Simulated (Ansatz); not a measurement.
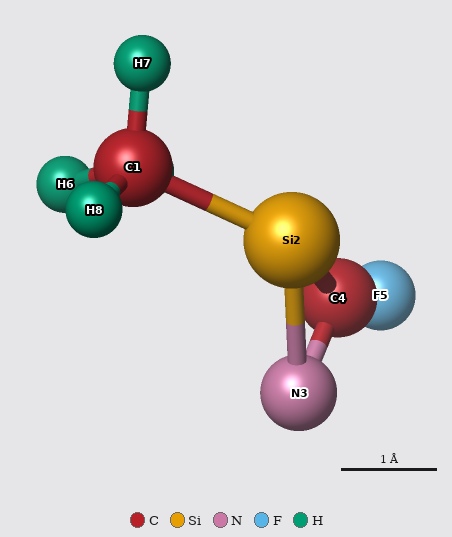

The input geometry (ball-and-stick view, seen at a tilt; atoms are numbered from 1 in the order of the input).

**C$_{2}$H$_{4}$FNSi: nudged elastic band**

The run: nudged elastic band of C$_{2}$H$_{4}$FNSi. Method and program: RKS revPBE/def2-SVP (Ansatz 0.2.0).

The run did not end well. One setting was made poor on purpose. It belongs to a series of runs on one base structure; here: an input spoilt on purpose.

The input
```yaml
crystal:
  periodic: [false, false, false]
  atoms:
    - { symbol: C, position_ang: [-1.333899, -0.479681, -0.248966] }
    - { symbol: Si, position_ang: [0.231073, 0.129833, 0.594229] }
    - { symbol: "N", position_ang: [1.884249, -0.513177, 0.033147] }
    - { symbol: C, position_ang: [1.695643, 0.714929, -0.275618] }
    - { symbol: F, position_ang: [2.510561, 1.550673, -0.93114] }
    - { symbol: H, position_ang: [-1.156265, -0.647986, -1.329291] }
    - { symbol: H, position_ang: [-2.156579, 0.256195, -0.132926] }
    - { symbol: H, position_ang: [-1.66715, -1.434833, 0.209243] }
    - { symbol: H, position_ang: [-1.183899, -0.379681, -0.248966] }
basis:
  gaussian: { orbitals: def2-SVP }
hamiltonian:
  xc: revpbe
neb:
  order_check: false
  images: 9
  f_tol: 0.05
  max_iterations: 8
  initial_path: idpp
  spring: 50.0
  final_atoms:
    - { symbol: C, position_ang: [-1.34094716, -0.46411232, -0.23342475] }
    - { symbol: Si, position_ang: [0.30826006, -0.06538127, 0.5744774] }
    - { symbol: "N", position_ang: [1.88454887, -0.35923149, -0.3691776] }
    - { symbol: C, position_ang: [1.62122943, 0.8839034, -0.21206364] }
    - { symbol: F, position_ang: [2.31313978, 1.94901823, -0.63545803] }
    - { symbol: H, position_ang: [-1.5889931, -1.53708348, -0.08842244] }
    - { symbol: H, position_ang: [-1.30459091, -0.25253822, -1.32035179] }
    - { symbol: H, position_ang: [-2.15749467, 0.13610581, 0.21980027] }
    - { symbol: H, position_ang: [0.35344869, -0.33697866, 2.04742158] }
```

Machine: 2 threads of AMD EPYC (Zen 5), 128 GiB of memory available, shared host.

Run as:
```bash
ansatz run input.yaml --threads 2 --pin off --max-ram 3072MiB --backend cpu --events-out ev --progress --plain --runs-dir out
```

Log
```
Engine: ansatz 0.2.0, x86_64-unknown-linux-gnu
Functional definition: revPBE
  parameter kappa = 1.245
  parameter beta = 0.06672455060314922
  exchange = pbe_x(kappa = kappa, mu = beta*pi^2/3)
  correlation = pbe_c(beta = beta)
1064 factors; their error is unknown
mean field evaluation 1: about -13946.4161 eV, gradient 1.3e2 eV
mean field evaluation 2: about -13876.2975 eV, gradient 1.8e2 eV
mean field evaluation 4: about -13972.9661 eV, gradient 4.6e1 eV
mean field evaluation 8: about -13977.7125 eV, gradient 2.0e-1 eV
mean field evaluation 16: about -13977.6000 eV, gradient 2.2e-3 eV
mean field -13977.60000407 eV, -513.6673257922 hartree, gradient 4.6e-5 eV, S^2 0.000000; 0 other end points of the search recorded, 0 dependent functions left out
the calculation of the forces begins
reference -13977.60004077 eV, -513.6673271407 hartree; 23, 23 occupied and 71, 71 virtual orbitals, 1064 factors
1064 factors; their error is unknown
mean field evaluation 32: about -14211.6927 eV, gradient 3.3e-2 eV
mean field -14211.61880223 eV, -522.2673580006 hartree, gradient 1.4e-5 eV, S^2 0.000000; 0 other end points of the search recorded, 0 dependent functions left out
[... from here on the field's lines of each further geometry are left out, up to the last ...]
WARN: NEB end point (image 0): max|allowed force component| = 1.661e3 eV/Å (the criterion of neb.relax_end_points is 1.000e-2). That is over neb.f_tol: it is no minimum, so the barrier can be far off. Relax it first
NEB iter   1: max|band force component| = 2.067e2 eV/Å  barrier→ = 0.0000 eV  barrier← = 234.0188 eV  Δτ_max = 0.2000 Å  (380 SCF iters)
NEB iter   2: max|band force component| = 1.619e1 eV/Å  barrier→ = 0.0000 eV  barrier← = 234.0188 eV  Δτ_max = 0.2000 Å  (323 SCF iters)
NEB iter   3: max|band force component| = 1.935e1 eV/Å  barrier→ = 0.0000 eV  barrier← = 234.0188 eV  Δτ_max = 0.1011 Å  (321 SCF iters)
NEB iter   4: max|band force component| = 6.183e0 eV/Å  barrier→ = 0.0000 eV  barrier← = 234.0188 eV  Δτ_max = 0.1977 Å  (277 SCF iters)
NEB iter   5: max|band force component| = 8.820e0 eV/Å  barrier→ = 0.0000 eV  barrier← = 234.0188 eV  Δτ_max = 0.1001 Å  (319 SCF iters)
NEB iter   6: max|band force component| = 1.777e0 eV/Å  barrier→ = 0.0000 eV  barrier← = 234.0188 eV  Δτ_max = 0.1951 Å  (276 SCF iters)
NEB iter   7: max|band force component| = 1.828e0 eV/Å  barrier→ = 0.0000 eV  barrier← = 234.0188 eV  Δτ_max = 0.1000 Å  (294 SCF iters)
the calculation of the forces begins
reference -14211.58498514 eV, -522.2661152457 hartree; 23, 23 occupied and 71, 71 virtual orbitals, 1064 factors
these checks for a lower state are left out or cut short: starts, cluster_reference, orbital_swaps, neighbouring_geometries, increment
1064 factors; their error is unknown
mean field evaluation 704: about -14211.5975 eV, gradient 2.3e-5 eV
mean field -14211.59753156 eV, -522.2665763182 hartree, gradient 2.3e-5 eV, S^2 0.000000; 0 other end points of the search recorded, 0 dependent functions left out
the calculation of the forces begins
reference -14211.59756899 eV, -522.2665776934 hartree; 23, 23 occupied and 71, 71 virtual orbitals, 1064 factors
NEB iter   8: max|band force component| = 1.163e0 eV/Å  barrier→ = 0.0000 eV  barrier← = 234.0188 eV  Δτ_max = 0.1011 Å  (278 SCF iters)
```

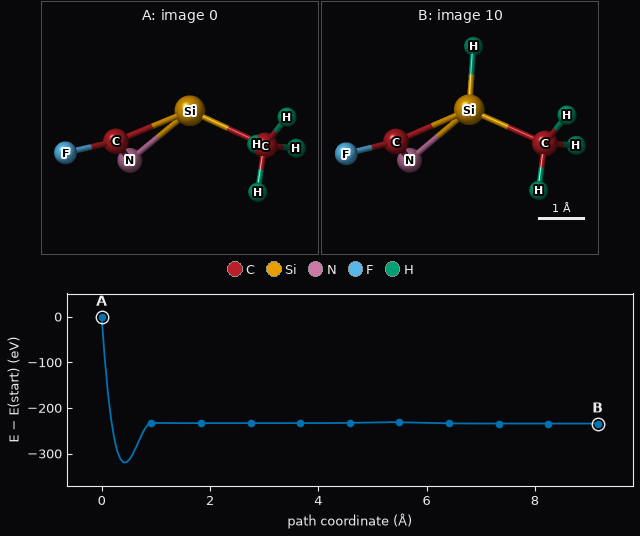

Images of the last band (counted from 0; ball-and-stick, seen at a tilt) above the energy along the path; the line is a cubic interpolation that uses the forces. No image lies above both ends; the end is 234.019 eV below the start. The path is 9.16 Å long. The band had not converged after 8 iterations. The end points carry forces over 0.1 eV/Å, so they aren't fully relaxed minima and the barriers are approximate.

```
Unfinished report: {"positions_ang":[[-1.333899,-0.479681,-0.248966],[0.231073,0.129833,0.594229],[1.884249,-0.513177,0.033147],[1.695643,0.714929,-0.275618],[2.510561,1.550673,-0.93114],[-1.156265,-0.647986,-1.329291],[-2.156579,0.256195,-0.132926],[-1.66715,-1.434833,0.209243],[-1.183899,-0.379681,-0.248966]],"mean_field":{"relativity":"none","state":{"energy":{"ev":-13977.600040769708,"hartree":-513.6673271406944},"converged":true,"gradient_ev":0.000046018391913356896,"stability":{"kind":"minimum","curvature_ev":52.69754627989422},"curvature_floor_ev":0.00030000000000000003,"spin_squared":-2.1671553440683056e-13},"others":[],"fillings":{"estimated":0,"unestimated":0,"tried":0,"untried":1,"excluded_magnetic_sites":0},"n_dropped_functions":0,"n_trapped_functions":0,"passes":{"evaluations":20,"products":13},"factors":{"origin":"density fitting in generated functions","count":1064,"bound_ev":null},"gradient_stop_ev":0.00009,"reference_kind":"stationary","functional":{"name":"revPBE","citations":["Zhang & Yang, Phys. Rev. Lett. 80, 890 (1998) doi:10.1103/PhysRevLett.80.890","Perdew, Burke & Ernzerhof, Phys. Rev. Lett. 77, 3865 (1996) doi:10.1103/PhysRevLett.77.3865"],"text":"name \"revPBE\"\ncite \"Zhang & Yang, Phys. Rev. Lett. 80, 890 (1998) doi:10.1103/PhysRevLett.80.890\"\ncite \"Perdew, Burke & Ernzerhof, Phys. Rev. Lett. 77, 3865 (1996) doi:10.1103/PhysRevLett.77.3865\"\nparameter kappa = 1.245\nparameter beta = 0.06672455060314922\nexchange = pbe_x(kappa = kappa, mu = beta*pi^2/3)\ncorrelation = pbe_c(beta = beta)\n","parameters":{"beta":{"value":0.06672455060314922,"default":0.06672455060314922},"kappa":{"value":1.245,"default":1.245}},"final_grid":{"core_spheres":13.0,"valence_spheres":11.0,"degree":36.0},"final_grid_parameter_source":"default","radial_points_factor":1.0,"radial_grid_error_ev":3.302647371798941e-7,"grid_sensitivity":"normal","grid_sensitivity_ratio":0.001870803151768979},"unsmoothed_excess_ev":-0.000036695371329573576,"symmetry":{"irreps":["A"],"axes":[[1.0,0.0,0.0],[0.0,1.0,0.0],[0.0,0.0,1.0]],"occupied":[{"A":23},{"A":23}]},"density_repulsion":{"missed_ev":0.00009892512401605345,"excess_ev":0.00008473967287713104,"most_excess_ev":0.000598,"are_drawn_again":false,"n_first_factors":1064,"energy_change_ev":0.0,"n_dropped_ends":0},"direct_passes":"host"},"factors":{"origin":"density fitting in generated functions","count":1064,"bound_ev":null},"n_frozen":0,"n_occupied":[23,23],"n_virtual":[71,71],"reference":{"ev":-13977.600040769708,"hartree":-513.6673271406944},"total":{"ev":-13977.600040769708,"hartree":-513.6673271406944},"forces_ev_per_angstrom":[[-1660.981997123651,-1103.5126392644386,-8.916316721637756],[1.424455187552791,1.632838273912553,5.17440921636155],[0.5105012413945786,-0.15372272147750365,-0.6633034596814202],[-0.04188119317305805,-0.3383305684338822,-1.2240221558059823],[0.3076903968550333,0.12067837944627868,-0.1013655043654218],[-1.2154835405254094,-0.26301391957915876,1.0999262242981729],[1.5358486543677632,-1.398143706336736,-0.1886098697743417],[1.3097124121426544,1.997378923332743,-0.5981865420313373],[1657.1511539650458,1101.9149546035765,5.417468812644563]],"charge_distribution":{"dipole_moment_e_ang":[-1.2836309436944264,-0.30901499249700626,-0.5290112207306723],"mulliken_charges_e":[0.2685848782830105,-0.10509904356695188,-0.2603206472801576,0.11694263234185698,-0.141341778787897,0.196229986334286,0.2205640708315456,0.21346047386777955,-0.509020572023688],"lowdin_charges_e":[0.516478797364929,0.16068305968532215,-0.022839649570579823,-0.3323796475549372,0.11146610120994005,0.2001162436095738,0.20733802245809174,0.20190435306563093,-1.0427672802685954]},"n_threads":2,"memory_gib":2.556818182580173,"seconds":{"hamiltonian":0.52552748,"orbitals":0.0,"second_order":0.0,"solver_start":0.0,"cycles":0.0,"cycle":0.0,"perturbative":0.0,"full_ci_increment":0.0,"forces":0.0}}
this run last wrote the band of iteration 8 to [file]
Error: NEB band did not converge after 8 iterations: max|band force component| = 1.16e0 eV/Å (threshold 5.0e-2); raise `neb.max_iterations` in a new run, which can start from the last band evaluated (`neb.initial_path`, with `crystal.atoms` and `neb.final_atoms` set to its first and last images), add images, or start from endpoints closer to local minima. Where this run's directory can be resumed (`checkpoint.write`), a resume goes on for up to `neb.max_iterations` more; to start a new run from the last band, take its images' positions from the `neb_iteration` event of iteration 8 (`data.images[].positions_ang`), in the event stream of the run that computed that iteration (not this run's, if it was resumed behind it). With `checkpoint.write`, `steps/00-neb/state/checkpoint.json` in the run directory holds the last saved band, under `neb.evaluated.images[].positions_ang` (a band under a hybrid functional on support functions is neither saved nor resumed: `neb.initial_path` says where its path is): check the last entry of `neb.iterations` there, which is earlier than 8 if that iteration was not saved or its write failed. If the band's step has no `state` directory and holds `state.next`, a write was cut short, and the file is under `state.next` instead (behind a loss of power it can be under `state.prev`)
this run wrote the band of iteration 8 to [file] as well, whether or not its events were kept: a new run's `neb.initial_path` can list its `images[].positions_ang`
a run's events are kept only if it was started with --events-out <file>, and are in that file
```

The last band as extended XYZ (Å, eV, eV/Å)
```
9
Properties=species:S:1:pos:R:3:forces:R:3 image=0 energy=-13977.60000
C    -1.3339   -0.4797   -0.2490  -1660.9820 -1103.5126  -8.9163
Si    0.2311    0.1298    0.5942    1.4245   1.6328   5.1744
N     1.8842   -0.5132    0.0331    0.5105  -0.1537  -0.6633
C     1.6956    0.7149   -0.2756   -0.0419  -0.3383  -1.2240
F     2.5106    1.5507   -0.9311    0.3077   0.1207  -0.1014
H    -1.1563   -0.6480   -1.3293   -1.2155  -0.2630   1.0999
H    -2.1566    0.2562   -0.1329    1.5358  -1.3981  -0.1886
H    -1.6671   -1.4348    0.2092    1.3097   1.9974  -0.5982
H    -1.1839   -0.3797   -0.2490  1657.1512 1101.9150   5.4175
9
Properties=species:S:1:pos:R:3:forces:R:3 image=1 energy=-14210.06343
C    -1.6310   -0.6349   -0.4448   -1.6651  -0.3857  -0.4899
Si    0.5068    0.2977    1.0157    0.9419   0.4053   1.3898
N     1.9142   -0.4742    0.0301    0.0727   0.0358  -0.1383
C     1.7331    0.7645   -0.2488    0.1556   0.0312   0.1283
F     2.4843    1.5650   -1.0117    0.0074  -0.0238  -0.2496
H    -1.3357   -0.8162   -1.4854   -0.6965  -0.3632  -0.4479
H    -2.3619    0.1819   -0.2559   -0.2908  -0.5372  -0.3758
H    -1.7411   -1.5212    0.2036   -0.2933  -0.0732  -0.2783
H    -0.7448   -0.1665   -0.1331    1.7680   0.9107   0.4617
9
Properties=species:S:1:pos:R:3:forces:R:3 image=2 energy=-14210.73467
C    -1.7269   -0.7237   -0.4938   -0.7320   0.1193  -0.0237
Si    0.8570    0.4655    1.2416    0.1716   0.1131   0.1624
N     2.2748   -0.2364    0.2463    0.0197   0.0672  -0.0572
C     1.9167    0.9296   -0.1709   -0.0320  -0.0949   0.0462
F     2.4284    1.6264   -1.1881    0.0392   0.0131  -0.0118
H    -1.7068   -0.9254   -1.5823    0.1224   0.0063   0.0389
H    -2.4947    0.0628   -0.2828    0.2944  -0.2559  -0.0365
H    -1.9878   -1.6498    0.0586    0.0958   0.0950  -0.0333
H    -0.7368   -0.3527   -0.1588    0.0210  -0.0632  -0.0850
9
Properties=species:S:1:pos:R:3:forces:R:3 image=3 energy=-14210.73648
C    -1.6482   -0.8518   -0.4395    0.5071  -0.1516   0.0348
Si    0.6958    0.6630    1.1444    0.2571   0.0901   0.0521
N     2.2485    0.0149    0.2949    0.0486  -0.0885   0.0136
C     1.7814    1.0681   -0.2703   -0.1858   0.2836  -0.0046
F     2.2656    1.7461   -1.3200    0.0255  -0.1620   0.0671
H    -1.6741   -1.0083   -1.5334   -0.0541  -0.0013  -0.0285
H    -2.0252    0.1532   -0.1864   -0.0471   0.0889   0.0002
H    -2.2404   -1.6206    0.0830   -0.1221  -0.0830   0.0305
H    -0.5795   -0.9684   -0.1029   -0.4292   0.0238  -0.1652
9
Properties=species:S:1:pos:R:3:forces:R:3 image=4 energy=-14210.71471
C    -1.5128   -0.8102   -0.3581   -0.0926  -0.2778   0.1248
Si    0.8282    0.4870    1.2008    0.2376   0.1037   0.0704
N     2.1520   -0.0357   -0.0302    0.1058  -0.1832   0.0556
C     1.5839    1.0644   -0.3584   -0.1545   0.2730  -0.0120
F     1.8310    1.8433   -1.4192    0.0213  -0.0585   0.0034
H    -1.2339   -0.9343   -1.4199    0.0811   0.0777   0.0037
H    -1.8559    0.2220   -0.1465    0.0588  -0.0806  -0.0380
H    -2.3066   -1.5306   -0.0986   -0.2761  -0.0040  -0.0422
H    -0.6622   -1.1096    0.2998    0.0187   0.1497  -0.1658
9
Properties=species:S:1:pos:R:3:forces:R:3 image=5 energy=-14210.16185
C    -1.3626   -0.6969   -0.3234    0.3365   0.7063   0.6852
Si    0.6830    0.1067    1.0511    1.2310   0.2487   0.6835
N     1.9522   -0.2372   -0.3798   -0.2481   0.2914   0.1754
C     1.4125    0.9204   -0.4053   -0.0403   0.0235   0.0698
F     1.6202    1.9714   -1.2097    0.0923  -0.0573  -0.2499
H    -0.8887   -0.6868   -1.3237    0.2313  -0.3533   0.2940
H    -1.8161    0.3154   -0.1506    0.0718  -0.5597   0.1138
H    -2.0872   -1.4864   -0.2017   -0.9921  -0.6259  -0.2331
H    -0.6897   -1.0103    0.6128   -0.6824   0.3263  -1.5386
9
Properties=species:S:1:pos:R:3:forces:R:3 image=6 energy=-14208.81799
C    -1.2838   -0.4920   -0.4250   -0.0096   0.4886  -0.1707
Si    0.3324   -0.1205    0.7000   -0.7980  -0.2439  -1.1632
N     1.9288   -0.2657   -0.4468   -0.2129   0.0008  -0.1188
C     1.4416    0.8883   -0.3608   -0.0271  -0.1089   0.2104
F     1.5922    2.0494   -0.9878    0.2314   0.0884   0.2396
H    -0.9739   -0.4980   -1.4812   -0.2960   0.1262  -0.4175
H    -1.9120    0.3891   -0.1665   -0.2590   0.0525  -0.3585
H    -1.9082   -1.4022   -0.2064    0.4446   0.2868   0.0009
H    -0.3933   -1.3520    1.0443    0.9267  -0.6905   1.7778
9
Properties=species:S:1:pos:R:3:forces:R:3 image=7 energy=-14211.24984
C    -1.3794   -0.4586   -0.5523   -0.1160   0.0435   0.0360
Si    0.2349   -0.3599    0.3729   -0.2048  -0.1173  -0.6071
N     1.8266   -0.2744   -0.5919   -0.1125   0.0239  -0.1504
C     1.3950    0.8780   -0.2365   -0.0555  -0.1223   0.1296
F     1.7868    2.0907   -0.6460    0.2620   0.0346   0.3086
H    -1.1774   -0.3866   -1.6341   -0.2209   0.0835  -0.2228
H    -1.9875    0.4107   -0.2156   -0.1175  -0.0948  -0.2276
H    -1.9296   -1.3902   -0.3144   -0.0428  -0.0046  -0.0922
H     0.0543   -1.3134    1.4876    0.6081   0.1534   0.8259
9
Properties=species:S:1:pos:R:3:forces:R:3 image=8 energy=-14211.58495
C    -1.4830   -0.4750   -0.5963    0.0662  -0.0355  -0.0078
Si    0.2099   -0.3920    0.2344   -0.0399   0.0622  -0.0094
N     1.7175   -0.1578   -0.8281    0.0013  -0.0077  -0.0022
C     1.4297    0.8819   -0.1378    0.0148  -0.0475  -0.0205
F     2.0543    2.0660   -0.1130   -0.0073   0.0184   0.0141
H    -1.3465   -0.6833   -1.6781   -0.0204   0.0172   0.0056
H    -2.0218    0.4887   -0.4989   -0.0220   0.0085   0.0006
H    -2.1120   -1.2758   -0.1578    0.0129   0.0003   0.0080
H     0.3758   -1.2565    1.4453   -0.0054  -0.0158   0.0116
9
Properties=species:S:1:pos:R:3:forces:R:3 image=9 energy=-14211.59753
C    -1.4850   -0.4506   -0.6100    0.0044  -0.0096  -0.0006
Si    0.2320   -0.4444    0.1626   -0.0029   0.0182  -0.0085
N     1.6848    0.0160   -0.9034    0.0032  -0.0014  -0.0056
C     1.4166    0.9020   -0.0195   -0.0049  -0.0054  -0.0014
F     2.0215    2.0755    0.2031   -0.0004   0.0050   0.0166
H    -1.4679   -1.0471   -1.5470   -0.0090  -0.0144   0.0085
H    -1.8152    0.5755   -0.8643    0.0044   0.0090  -0.0171
H    -2.2287   -0.9060    0.0747   -0.0015   0.0095   0.0117
H     0.4657   -1.5247    1.1735    0.0066  -0.0110  -0.0037
9
Properties=species:S:1:pos:R:3:forces:R:3 image=10 energy=-14211.61880
C    -1.5077   -0.3736   -0.5935   -0.0064  -0.0021  -0.0027
Si    0.2328   -0.4891    0.1056   -0.0005   0.0027   0.0039
N     1.6803   -0.0024   -0.9571    0.0024  -0.0013  -0.0016
C     1.4606    0.8240   -0.0042   -0.0049   0.0013   0.0033
F     2.1169    1.9510    0.2983    0.0024  -0.0001  -0.0020
H    -1.7566   -1.2984   -1.1562    0.0005   0.0065   0.0041
H    -1.5966    0.4927   -1.2785    0.0008  -0.0054   0.0039
H    -2.2534   -0.2623    0.2213    0.0057  -0.0005  -0.0062
H     0.4474   -1.6456    1.0340    0.0001  -0.0011  -0.0028
```

Outcome

```tsv
quantity	value
outcome	not converged
barrier, forward (band not converged)	0.000 eV
barrier, backward	234.019 eV
wall time	36 s (CPU time 68 s)
peak memory	0.15 GiB
```

The run did not converge: “NEB band did not converge after 8 iterations: max|band force component| = 1.16e0 eV/Å (threshold 5.0e-2); raise `neb.max_iterations` in a new run, which can start from the last band evaluated (`neb.initial_path`, with `crystal.atoms` and `neb.final_atoms` set to its first and last images), add images, or start from endpoints closer to local minima …” Its last values are not results. A deliberately poor setting: bad input.
